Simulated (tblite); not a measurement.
**C3H8GeO2S: geometry relaxation (part 1 of 2)**

C3H8GeO2S, computed with GFN2-xTB geometry optimisation, gas phase (tblite 0.8.0).

It belongs to a series of runs on one base structure; here: H on Ge replaced by COOCH3.

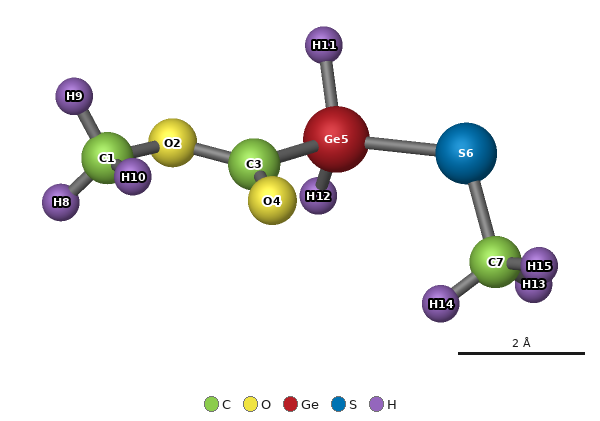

*The starting structure (ball-and-stick view, seen at a tilt; atoms are numbered from 1 in the order of the input). Sticks mark near contacts.*

Bond lengths as drawn: C–Ge 1.93 Å, C–H 1.10 to 1.13 Å, C–O 1.26 to 1.44 Å, C–S 1.82 Å, Ge–H 1.53 to 1.55 Å and Ge–S 2.23 Å.

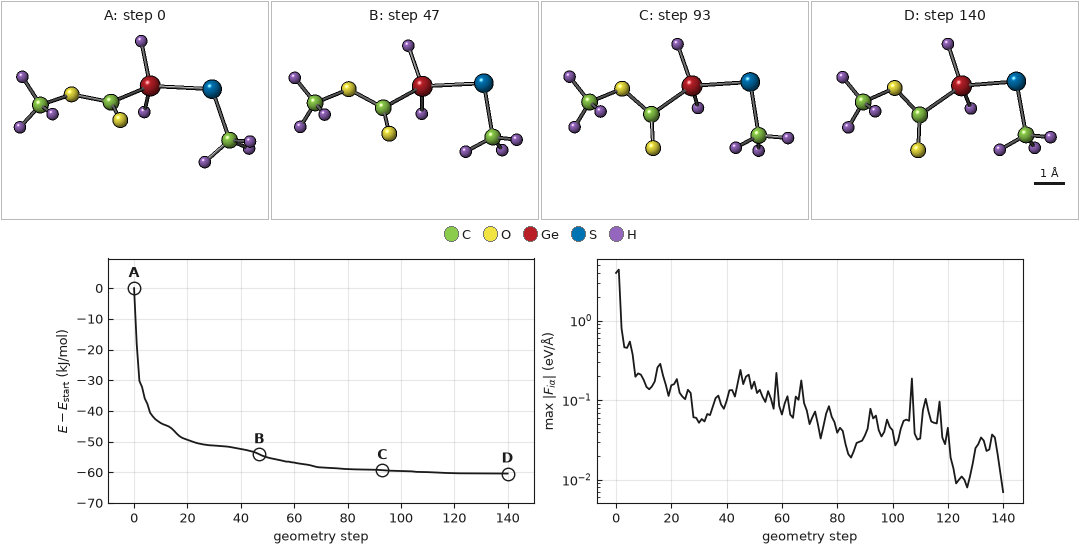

*Frames of the relaxation (ball-and-stick view, seen at a tilt) above the curves, on which the letters mark them (steps are counted from 0).*

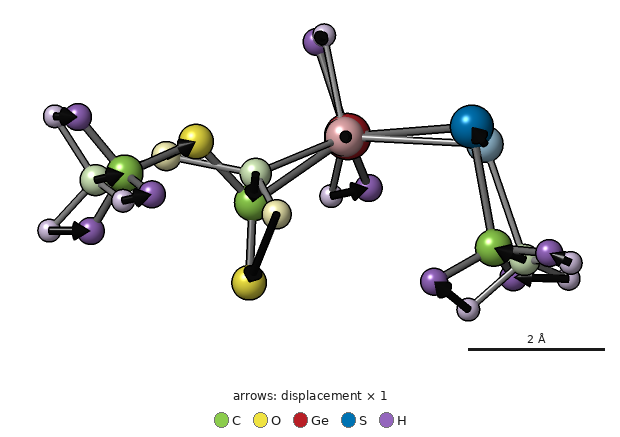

*Start (faint) and end (solid) with the displacements as black arrows, at true length (ball-and-stick view, seen at a tilt). The two geometries are laid on each other by the best rigid fit.*

The energy falls by 60.4 kJ/mol in 140 geometry steps. Largest force component: 4 eV/Å at the start, 0.007 eV/Å at the end. The atom that moves furthest after the best rigid fit is O4 (1.70 Å). Largest moves by element: O 1.70 Å, H 0.83 Å, C 0.61 Å, S 0.40 Å, Ge 0.18 Å. Among the contacts that change: C3–Ge5 1.932 → 2.001 Å, C3–O4 1.257 → 1.201 Å, Ge5–H11 1.554 → 1.504 Å, C7–H15 1.130 → 1.084 Å. Among the angles that change: Ge5–S6–C7 112.9° → 98.5°, O2–C3–Ge5 118.2° → 107.9°, O2–C3–O4 119.0° → 125.5°. (Atoms are counted from 1 in the order of the input.)

The input and output of the run follow.

Input
```
{"job": {"kind": "relax", "xc": "GFN2-xTB", "basis": "xTB"}, "charge": 0, "multiplicity": 1}
C      3.241800     0.146300    -0.343100
O      2.094000    -0.601300     0.087800
C      0.849700    -0.038600     0.184500
O      0.697700     1.166000    -0.142100
Ge    -0.610600    -1.148500     0.792800
S     -2.409200     0.060100     1.302300
C     -3.236600     0.747400    -0.163500
H      3.650600    -0.239000    -1.285800
H      4.027600    -0.033100     0.445200
H      3.033400     1.229000    -0.379500
H     -0.105200    -1.784600     2.117200
H     -0.885200    -2.195100    -0.295500
H     -4.116400     0.104000    -0.424000
H     -2.557700     0.841700    -1.040500
H     -3.678200     1.753600     0.099500
```

The first line tells a small driver script what to run in tblite; the rest is the geometry in Å.

Launched with:
```bash
OMP_NUM_THREADS=1 python <driver script> task.json out
```

Log
```
step      E/eV     max force
  0    -647.60759    4.873
  1    -647.79725    4.550
  2    -647.92094    0.885
  3    -647.94163    0.534
  4    -647.97998    0.470
  5    -647.99859    0.563
  6    -648.02823    0.411
  7    -648.04056    0.234
  8    -648.05036    0.229
  9    -648.05703    0.210
 10    -648.06317    0.191
 11    -648.06755    0.151
 12    -648.07090    0.143
 13    -648.07467    0.158
 14    -648.08065    0.249
 15    -648.08924    0.316
 16    -648.09899    0.333
 17    -648.10720    0.285
 18    -648.11291    0.198
 19    -648.11648    0.153
 20    -648.11957    0.171
 21    -648.12283    0.217
 22    -648.12614    0.202
 23    -648.12925    0.131
 24    -648.13167    0.118
 25    -648.13367    0.128
 26    -648.13538    0.146
 27    -648.13681    0.124
 28    -648.13792    0.080
 29    -648.13865    0.062
 30    -648.13918    0.058
 31    -648.13974    0.062
 32    -648.14038    0.068
 33    -648.14105    0.069
 34    -648.14176    0.078
 35    -648.14267    0.089
 36    -648.14396    0.125
 37    -648.14568    0.141
 38    -648.14756    0.111
 39    -648.14929    0.093
 40    -648.15083    0.101
 41    -648.15234    0.148
 42    -648.15413    0.158
 43    -648.15642    0.124
 44    -648.15897    0.166
 45    -648.16091    0.308
 46    -648.16456    0.167
 47    -648.16883    0.206
 48    -648.17314    0.239
 49    -648.17626    0.148
 50    -648.17918    0.220
 51    -648.18161    0.125
 52    -648.18340    0.163
 53    -648.18503    0.130
 54    -648.18724    0.103
 55    -648.18911    0.131
 56    -648.19141    0.117
 57    -648.19333    0.109
 58    -648.19354    0.311
 59    -648.19561    0.112
 60    -648.19651    0.080
 61    -648.19857    0.122
 62    -648.20007    0.149
 63    -648.20133    0.096
 64    -648.20251    0.075
 65    -648.20383    0.157
 66    -648.20564    0.103
 67    -648.20819    0.249
 68    -648.21040    0.109
 69    -648.21232    0.078
 70    -648.21276    0.057
 71    -648.21336    0.077
 72    -648.21398    0.078
 73    -648.21458    0.056
 74    -648.21499    0.045
 75    -648.21538    0.055
 76    -648.21596    0.070
 77    -648.21677    0.085
 78    -648.21761    0.074
 79    -648.21823    0.061
 80    -648.21862    0.049
 81    -648.21895    0.047
 82    -648.21929    0.045
 83    -648.21958    0.034
 84    -648.21974    0.025
 85    -648.21983    0.025
 86    -648.21992    0.027
 87    -648.22003    0.032
 88    -648.22017    0.034
 89    -648.22037    0.037
 90    -648.22063    0.046
 91    -648.22102    0.051
 92    -648.22165    0.093
 93    -648.22246    0.077
 94    -648.22318    0.078
 95    -648.22375    0.061
 96    -648.22404    0.043
 97    -648.22428    0.060
 98    -648.22451    0.085
 99    -648.22467    0.064
100    -648.22484    0.060
101    -648.22501    0.028
102    -648.22520    0.037
103    -648.22556    0.059
104    -648.22622    0.077
105    -648.22722    0.086
106    -648.22806    0.072
107    -648.22817    0.202
108    -648.22853    0.049
109    -648.22872    0.035
110    -648.22885    0.035
111    -648.22916    0.081
112    -648.22950    0.114
113    -648.22997    0.092
114    -648.23042    0.068
115    -648.23096    0.056
116    -648.23140    0.056
117    -648.23172    0.104
118    -648.23202    0.045
119    -648.23228    0.029
120    -648.23266    0.050
121    -648.23277    0.024
122    -648.23287    0.018
123    -648.23289    0.012
124    -648.23291    0.012
125    -648.23293    0.015
126    -648.23295    0.014
127    -648.23296    0.011
128    -648.23298    0.017
129    -648.23299    0.023
130    -648.23300    0.033
131    -648.23302    0.036
132    -648.23305    0.041
133    -648.23311    0.037
134    -648.23319    0.026
135    -648.23330    0.031
136    -648.23342    0.045
137    -648.23353    0.035
138    -648.23360    0.028
139    -648.23366    0.014
140    -648.23370    0.008
```

Trajectory as extended XYZ (Å, eV, eV/Å), 15 of the 141 frames kept, from step=0 to step=140
```
15
Properties=species:S:1:pos:R:3:forces:R:3 step=0 energy=-647.60759
C     3.2418    0.1463   -0.3431    0.5160   0.0730   1.0890
O     2.0940   -0.6013    0.0878   -1.1620  -0.0470   0.0640
C     0.8497   -0.0386    0.1845    2.1610   3.9690  -1.8220
O     0.6977    1.1660   -0.1421    0.0970  -3.1230   0.9110
Ge   -0.6106   -1.1485    0.7928   -0.4600  -0.5660   0.4140
S    -2.4092    0.0601    1.3023    0.0890   0.0020   0.4720
C    -3.2366    0.7474   -0.1635   -0.9330   0.4450  -0.9670
H     3.6506   -0.2390   -1.2858   -0.4980   0.1150   0.1290
H     4.0276   -0.0331    0.4452   -0.6680   0.1810  -0.6080
H     3.0334    1.2290   -0.3795   -0.0960  -0.4910  -0.1650
H    -0.1052   -1.7846    2.1172   -0.3700   0.1020  -0.5380
H    -0.8852   -2.1951   -0.2955    0.0920   0.0470   0.2400
H    -4.1164    0.1040   -0.4240    0.8860   0.3530   0.1520
H    -2.5577    0.8417   -1.0405   -0.4640  -0.0320   0.7660
H    -3.6782    1.7536    0.0995    0.8120  -1.0270  -0.1340
15
Properties=species:S:1:pos:R:3:forces:R:3 step=10 energy=-648.06317
C     3.2219    0.1268   -0.2993   -0.0800  -0.0250   0.0080
O     2.0375   -0.5882    0.0965    0.0830   0.0470  -0.0160
C     0.8976    0.0859    0.1031    0.0220   0.1090  -0.0250
O     0.7820    1.2428   -0.1965   -0.1280  -0.0090  -0.0310
Ge   -0.6086   -1.0906    0.7528    0.0920  -0.0600   0.0200
S    -2.3981    0.0499    1.3482   -0.1800   0.0650   0.0040
C    -3.2168    0.7169   -0.1631    0.0970  -0.0380   0.0770
H     3.5572   -0.2532   -1.2680   -0.0440   0.0070   0.1220
H     3.9885   -0.0369    0.4596   -0.0930  -0.0460  -0.0620
H     2.9851    1.1918   -0.3766    0.0520  -0.0890  -0.0040
H    -0.2091   -1.8035    2.0236    0.0440   0.0770  -0.0280
H    -0.8845   -2.2143   -0.2265   -0.0210   0.0330  -0.1150
H    -4.0455    0.0675   -0.4320    0.0790  -0.0040   0.0240
H    -2.5233    0.8176   -0.9907    0.0880  -0.0400   0.0680
H    -3.5883    1.6955    0.1244   -0.0120  -0.0250  -0.0400
15
Properties=species:S:1:pos:R:3:forces:R:3 step=20 energy=-648.11957
C     3.1729    0.1039   -0.2783   -0.0690   0.0000   0.0030
O     1.9473   -0.5214    0.1230   -0.0330  -0.0220   0.0120
C     0.8175    0.1740    0.0606    0.0620  -0.0380   0.0400
O     0.7154    1.3125   -0.3008   -0.0300  -0.0280  -0.0450
Ge   -0.6390   -1.0513    0.7407    0.1540   0.0730   0.0160
S    -2.4375    0.0095    1.4384   -0.1230   0.0830  -0.0180
C    -3.1342    0.6758   -0.1226    0.0440  -0.0360   0.0190
H     3.4841   -0.3139   -1.2370   -0.0140  -0.0090   0.0260
H     3.9213   -0.1149    0.4846   -0.0810   0.0300  -0.0510
H     3.0168    1.1789   -0.3778    0.0250   0.0020   0.0320
H    -0.1511   -1.7523    1.9766    0.0900  -0.0880  -0.0150
H    -0.9031   -2.1151   -0.3143   -0.0500   0.0330   0.0360
H    -3.9216    0.0068   -0.4524   -0.0030   0.0080  -0.0650
H    -2.3518    0.7558   -0.8685    0.0200   0.0210  -0.0630
H    -3.5414    1.6598    0.0833    0.0050  -0.0280   0.0740
15
Properties=species:S:1:pos:R:3:forces:R:3 step=30 energy=-648.13918
C     3.1417    0.0965   -0.2701   -0.0260   0.0030   0.0000
O     1.9106   -0.4965    0.1491   -0.0130  -0.0190   0.0520
C     0.7877    0.2034    0.0555   -0.0040  -0.0300  -0.0030
O     0.6846    1.3169   -0.3765    0.0000  -0.0340  -0.0050
Ge   -0.6327   -1.0234    0.7842    0.0170   0.0460  -0.0310
S    -2.4680   -0.0023    1.4676    0.0130  -0.0060   0.0070
C    -3.0917    0.6580   -0.1243   -0.0180   0.0100  -0.0110
H     3.4370   -0.3356   -1.2267    0.0010  -0.0030  -0.0010
H     3.8819   -0.1393    0.4929    0.0170   0.0340  -0.0350
H     3.0147    1.1742   -0.3730    0.0090   0.0220   0.0110
H    -0.0558   -1.7944    1.9398   -0.0030  -0.0130   0.0100
H    -0.9482   -2.0309   -0.3050   -0.0300  -0.0350  -0.0110
H    -3.8598   -0.0081   -0.5051    0.0190  -0.0220  -0.0040
H    -2.2847    0.7595   -0.8443    0.0110   0.0370   0.0400
H    -3.5219    1.6300    0.0915    0.0070   0.0100  -0.0200
15
Properties=species:S:1:pos:R:3:forces:R:3 step=40 energy=-648.15083
C     3.1270    0.1160   -0.2562   -0.0400  -0.0110   0.0150
O     1.9261   -0.4789    0.2424   -0.0440   0.0090   0.0430
C     0.7822    0.1664    0.0559   -0.0410  -0.0200  -0.0510
O     0.6628    1.2382   -0.4699   -0.0310  -0.0300  -0.0160
Ge   -0.6531   -1.0408    0.7883    0.0140   0.0630   0.0140
S    -2.4733    0.0132    1.4896    0.0980  -0.0240  -0.0020
C    -3.0540    0.6707   -0.1196    0.0040   0.0220  -0.0170
H     3.3570   -0.3358   -1.2223    0.0600   0.0580   0.0040
H     3.9191   -0.0932    0.4597   -0.0210  -0.0330  -0.0070
H     2.9844    1.1916   -0.3653    0.0090   0.0050  -0.0380
H    -0.0273   -1.8300    1.9034   -0.0550  -0.0450   0.0660
H    -1.0399   -2.0319   -0.2955    0.0190   0.0000  -0.0200
H    -3.7582   -0.0309   -0.5590    0.0560   0.0120   0.0000
H    -2.2071    0.8390   -0.7790   -0.0270   0.0220  -0.0140
H    -3.5501    1.6144    0.0829   -0.0020  -0.0290   0.0250
```
